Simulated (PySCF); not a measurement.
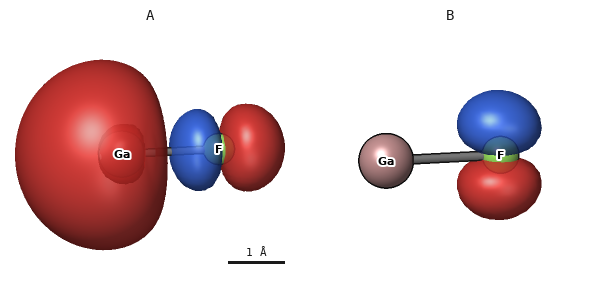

GaF. Two frontier orbitals, each drawn at the value that holds 80 % of its norm (red and blue are the two phases), in no order; of a degenerate pair one member is drawn.

The calculation used PySCF, PBE0/cc-pVDZ(-PP), non-relativistic Hamiltonian with scalar-relativistic core potentials where named, at a bond length of 1.807 Å.

Label each orbital by symmetry, say whether it is occupied, and order them by energy.

Orbital B: π, occupied, −9.97 eV; mainly on F (90 %).
Orbital A: σ, occupied, −7.78 eV; mainly on Ga (75 %).
